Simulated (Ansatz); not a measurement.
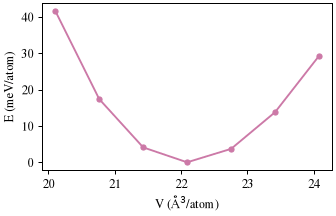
Figure: Ba$_{3}$ZnN$_{2}$O in space group P4/mmm (No. 123; Pearson symbol tP7) under volume change, plane-wave PAW r²SCAN (Ansatz code), shape and atoms relaxed at each volume.

Question: What does a third-order Birch–Murnaghan fit give for V₀, B₀ and B′?

Answer: V₀ = 22.09 Å³/atom, B₀ = 61.9 GPa, B′ = 4.9.

The workflow started from a Materials Project entry (that database holds measured and hypothetical structures alike); the Crystallography Open Database copy checked does not list it. Its standing as an ambient phase is unchecked. The r²SCAN relaxation kept the symmetry of its start; whether a distortion lowers the energy is not shown. Scalar-relativistic: spin–orbit coupling is off unless named, which matters more the heavier the elements.

Potentials: the later of the program's two PAW sets.
